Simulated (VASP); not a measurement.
Data:

```
CELL_PARAMETERS angstrom
      0.00000     2.81976     2.81976
      2.81976     0.00000     2.81976
      2.81976     2.81976     0.00000
ATOMIC_POSITIONS crystal
  Ca 0.00000 0.00000 0.00000
  S  0.50000 0.50000 0.50000
```

These are PBEsol GGA, VASP's PBE PAW potentials (set 64) (plane waves; VASP) values and carry that method's errors. Settings: 400 eV cut-off, 9×9×9 Γ-centred mesh, tetrahedra with Blöchl corrections, potentials Ca_sv S.

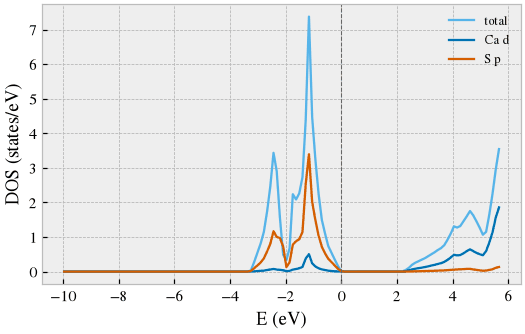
Total and projected density of states, zero at the valence-band maximum

Within 2 eV below the valence-band maximum the largest weight inside VASP's projection spheres is S p.

It has a band gap.

The compound is CaS in the rock salt structure. It was relaxed first.
